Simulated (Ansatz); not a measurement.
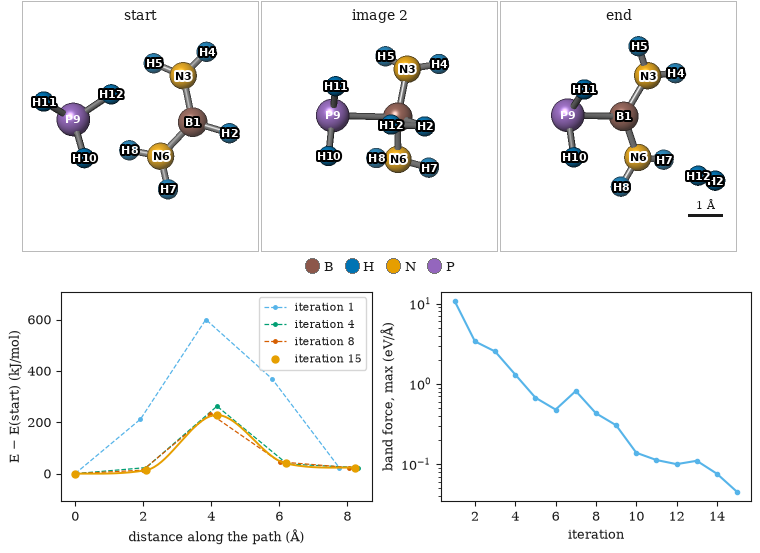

A nudged-elastic-band calculation for BPN₂H₈, made up at the start of BN₂H₅ and PH₃. Images are numbered from 0 (start) to 4 (end). The plot follows the band through its iterations. The picture is a ball-and-stick view, seen at a tilt.

The calculation used RKS PBE0/6-31G* (Ansatz). Set-up: 3 movable images; climbing image; force threshold 0.05 eV/Å; iteration limit 60; starting path through a guess of the saddle point.

Question: Judge this run.

Answer: The run is converged, with reservations. The band converged in 15 iterations. The largest component of the band force went from 11 to 0.045 eV/Å. The climbing image converged on the top of the path. Its curvatures weren't checked. So few images resolve the path coarsely. The first iteration put the highest image at 600.1 kJ/mol. Forward barrier 228.3 kJ/mol, backward barrier 204.7 kJ/mol, with image 2 at the top; the reaction energy is +23.7 kJ/mol.

Limits of the set-up: the start holds two separate molecules, 3.0 Å apart at their closest, whose relative position is a soft coordinate and is computed without a dispersion correction.

The run took 3.1 min on 1 thread of Arm Neoverse V1 (shared host), peak memory 0.16 GiB.
